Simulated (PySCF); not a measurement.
SMILES C(#C)CCN at its GFN2-xTB optimised geometry (Å):

```
12

C      1.7054     0.8237    -2.1662
C      1.3372     0.2502    -1.1825
C      0.8193    -0.4056     0.0000
C     -0.7257    -0.4056     0.0000
N     -1.3372     0.9072     0.0000
H      2.0572     1.3075    -3.0277
H      1.1868     0.1174     0.8894
H      1.1840    -1.4356     0.0314
H     -1.0846    -0.9357    -0.8866
H     -1.0790    -0.9403     0.8865
H     -1.0429     1.4239    -0.8229
H     -1.0414     1.4356     0.8149
```

Calculation: PBE/def2-TZVP (PySCF). Cells within 0.4 Å of a nucleus heavier than hydrogen are left out (blank, or x).

Map of the electrostatic potential (hartree/e), clipped to [-0.08, 0.12] on the plane z = 0.0 Å:

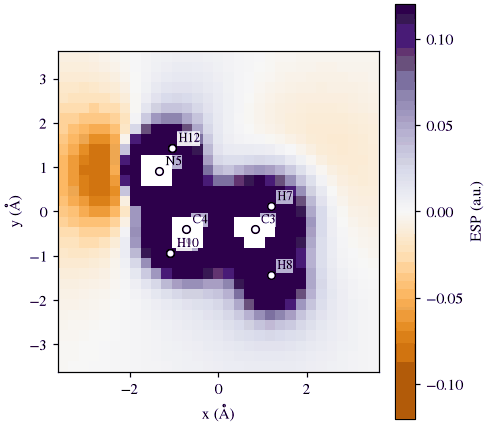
Figure: Electrostatic potential (hartree/e), clipped to [-0.08, 0.12] on the plane z = 0.0 Å.
